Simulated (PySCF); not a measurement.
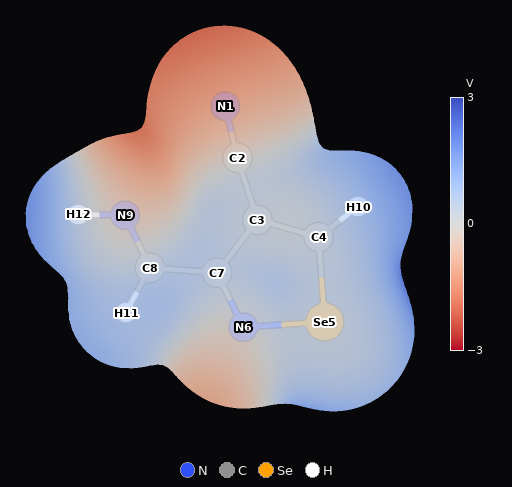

C5H3N3Se (SMILES [H]/N=C/c1n[se]cc1C#N). The electrostatic potential painted on the density surface at 0.002 e/bohr³, seen across its widest extent; red is negative and blue positive.

Geometry: GFN2-xTB.

Level of theory: PBE0/def2-SVPD, SCF density, gas phase (PySCF).

```tsv
atom	x (Å)	y (Å)	z (Å)
N	-0.8833	2.5426	-0.9544
C	-0.2625	1.6453	-0.6034
C	0.5927	0.6019	-0.1981
C	1.9609	0.7042	-0.1903
Se	2.7032	-0.8769	0.3939
N	1.0832	-1.5488	0.5833
C	0.1546	-0.6888	0.2484
C	-1.2472	-1.0678	0.3431
N	-2.1336	-0.2351	0.0198
H	2.5405	1.5626	-0.4773
H	-1.4116	-2.0898	0.7044
H	-3.0957	-0.5502	0.1046
```

### Describe the electrostatic potential map.

The most negative region (about −2.0 V, or −46 kcal/mol for a unit charge) lies over N1, the most positive (about +2.1 V, or +48 kcal/mol for a unit charge) over Se5. N1 is the likeliest acceptor of a hydrogen bond.

### How polar is the molecule by this calculation?

Its dipole moment is 4.00 D.
